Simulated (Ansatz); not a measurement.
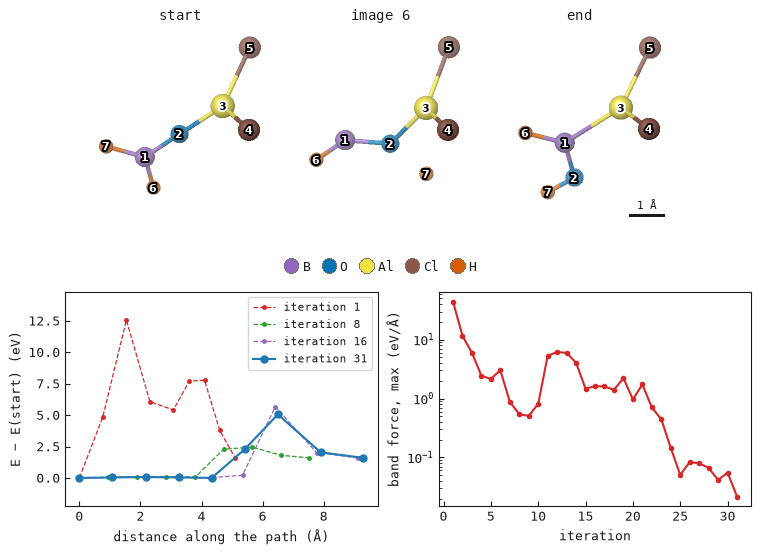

A nudged-elastic-band calculation for AlBH2OCl2. Images are numbered from 0 (start) to 8 (end). The plot follows the band through its iterations. The picture is a ball-and-stick view, seen from a free direction.

Level of theory: RKS B3LYP/def2-mTZVP (Ansatz). Run with 7 movable images; climbing image; force threshold 0.03 eV/Å; iteration limit 47; starting path through a guess of the saddle point.

**How did the profile develop, and is the result final?**

The result isn't final. The band hadn't converged when the run stopped after 31 iterations. The largest component of the band force went from 44 to 0.022 eV/Å. The barrier read from it is provisional, though the highest image hardly moved in the last two iterations. The first iteration put the highest image at 12.55 eV. The energy climbs by 5.06 eV to image 6 and then falls by 3.46 eV, so the end point sits at +1.59 eV.

Cost: 12 min on 2 threads of Intel(R) Xeon(R) Platinum 8259CL CPU @ 2.50GHz (Skylake/Cascade Lake), on a shared host, peak memory 0.29 GiB.
